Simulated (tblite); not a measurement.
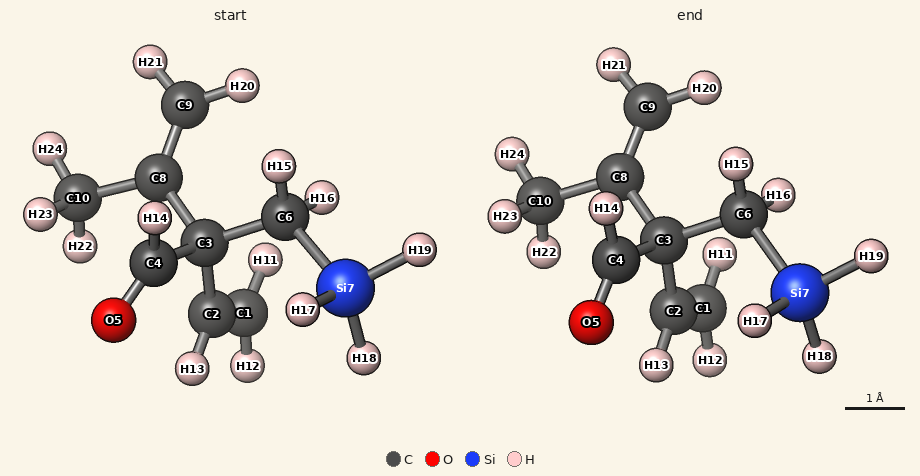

The structure of C₈H₁₄OSi before (left) and after (right) a relaxation, at one scale.

A ball-and-stick model, seen from a free direction.

The calculation used tblite 0.8.0, GFN2-xTB geometry optimisation, gas phase. 

Describe what moved and what it gained.

The largest move after the best rigid fit is that of O5, 0.34 Å. Largest moves by element: O 0.34 Å, H 0.28 Å, Si 0.13 Å, C 0.09 Å. Among the contacts that change: C3–C4 1.550 → 1.514 Å, C2–C3 1.539 → 1.508 Å, C3–C8 1.554 → 1.524 Å, Si7–H19 1.492 → 1.465 Å. Bond angles that change, for instance: Si7–C6–H15 105.2° → 109.4°, C3–C6–Si7 118.4° → 114.3°, C9–C8–C10 118.0° → 121.7°. After 93 geometry steps the energy has fallen by 21.4 kJ/mol.
